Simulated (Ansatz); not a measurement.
The reference is KTaO3 in the cubic perovskite structure (space group Pm-3m, No. 221; a = 3.9853 Å). Axes: x, y, z lie along the cube axes.

Perturbation: tensile biaxial strain of 0.50 % in the plane normal to [111], as in epitaxy on a mismatched substrate; the out-of-plane cell vector and the atoms relax.

Computed with plane-wave PAW DFT at the PBEsol level (Ansatz, a first-principles code, 420 eV), no spin-orbit coupling.

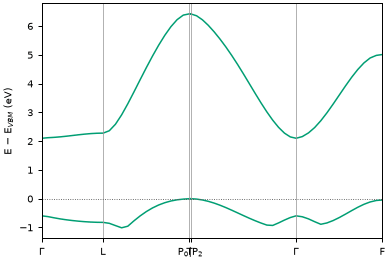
Highest valence and lowest conduction band along the path of the changed cell's own zone

### Question
From the figure, how large is the changed gap, and is it direct?

### Answer
About 2.1 eV, indirect, T → Γ.

With Ta present, leaving out spin-orbit coupling can change the band edges. Whether these cells are dynamically stable was not tested. k-point labels follow each cell's own Brillouin zone.
